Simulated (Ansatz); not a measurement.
## WSi2 (MoSi2 type, space group I4/mmm), energy against volume

WSi₂ (MoSi2 type, space group I4/mmm)

Space group I4/mmm (No. 139); a = b = 3.2029 Å, c = 7.8165 Å, α = β = γ = 90.00°

```tsv
atom	site	symmetry	x	y	z
W	2a	4/mmm	0.0000	0.0000	0.0000
Si	4e	4mm	0.0000	0.0000	0.3345
```
(The calculation used a cell of 3 atoms; values per cell refer to that cell.)

Equation-of-state scan: isotropic scaling of the cell above, V₀ being its volume. The atoms relax within the cell's symmetry.

Method: PBEsol (plane waves to 420 eV, PAW, scalar-relativistic; Ansatz, a first-principles code). k mesh 20×20×20 (Γ-centred), Fermi-Dirac smearing 0.05 eV. The energy includes the smearing's −TS. Compression counts positive. With the shape held, the modulus is that of even scaling; a crystal free to change shape is softer. Spin-orbit coupling is left out, though W is heavy. The PAW data are Ansatz's earlier set. WSi2 is run without spin polarisation. WSi2 was relaxed with its symmetry unable to fall. The zero of ΔE is the relaxed starting cell.

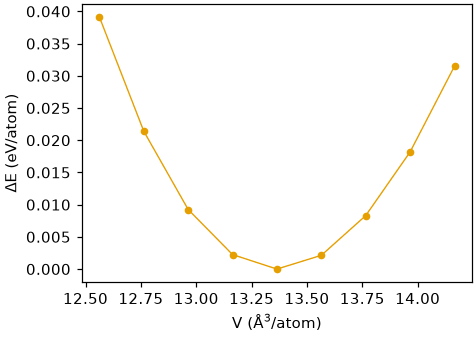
Figure: ΔE (eV/atom) against V (Å³/atom); computed points joined by lines.

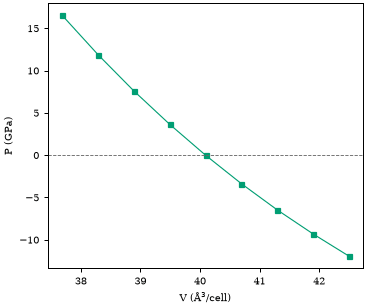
Figure: P (GPa) against V (Å³/cell); markers are the computed points, lines only join them.

The energy cost of the largest expansion is 31 meV/atom and the pressure for 5 % compression (fit) is 13.4 GPa. The energy cost of the largest compression is 39 meV/atom, the pressure derivative B₀′ (fit) comes out as 4.4 and the equilibrium volume of the fit is 13.36 Å³/atom.

P = (3B₀/2)(x⁷ − x⁵)[1 + ¾(B₀′ − 4)(x² − 1)] with x = (1/0.95)^(1/3), B₀ = 233 GPa and B₀′ = 4.43.

(Under strain, the slope of the energy per volume gives the stress and its curvature an elastic modulus.)
